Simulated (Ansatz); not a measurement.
Consider KTaO₃ in the cubic perovskite structure (space group Pm-3m, No. 221; a = 3.989 Å). Axes: x, y, z lie along the cube axes.

One thing is altered: a pure shear with ε_xz = ε_zx = -0.0093; the atoms relax in the strained cell.

Method: r2SCAN (Ansatz, a quantum-chemistry and plane-wave program), scalar-relativistic without spin-orbit coupling, earlier PAW set.

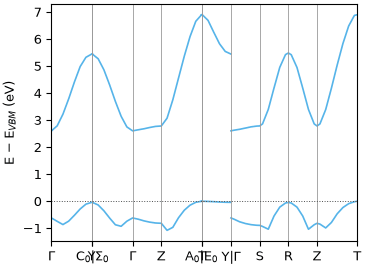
Highest valence and lowest conduction band along the path of the changed cell's own zone

The gap is 2.60 eV, indirect, T → Γ; the base has 2.64 eV.

Spin-orbit coupling, missing from the scalar runs, can matter with Ta. No phonon test of stability was made. Labels are those of the standard path for the cell's own space group.
